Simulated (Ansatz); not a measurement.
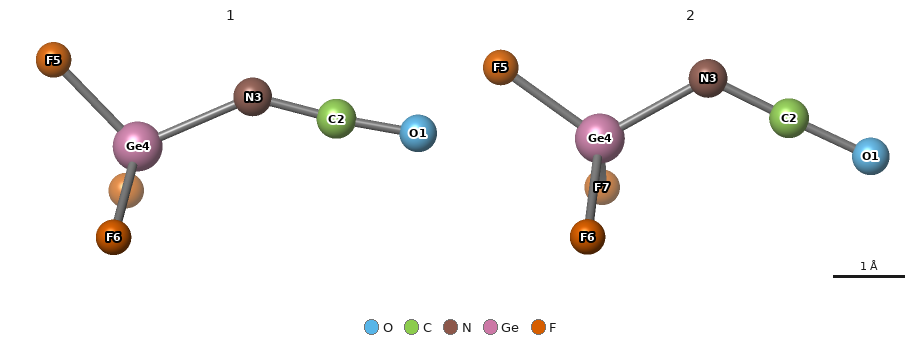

Two geometries of GeCNOF3 (coarse preliminary run), drawn at one scale. One is the start of a relaxation, the other its converged end. The picture is a ball-and-stick view, seen face on.

The calculation used Ansatz 0.2.0, RKS PBE-D4/def2-SVP. (force threshold 0.03 eV/Å; at most 200 steps)

**Which one is relaxed?**

Structure 1 is the relaxed one. The start comes from a force field. The largest move after the best rigid fit is that of O1, 0.36 Å. By element the largest moves are O 0.36 Å, N 0.28 Å, F 0.23 Å, Ge 0.12 Å, C 0.10 Å. Among the contacts that change: O1–C2 1.277 → 1.174 Å, Ge4–F6 1.812 → 1.726 Å, C2–N3 1.278 → 1.224 Å, Ge4–F7 1.773 → 1.726 Å. Bond angles that change, for instance: C2–N3–Ge4 123.5° → 141.2°, N3–Ge4–F5 113.8° → 109.1°, O1–C2–N3 178.6° → 175.3°. Over 6 geometry steps the energy falls by 0.740 eV. Largest force component: 6.7 eV/Å at the start, 0.023 eV/Å at the end.
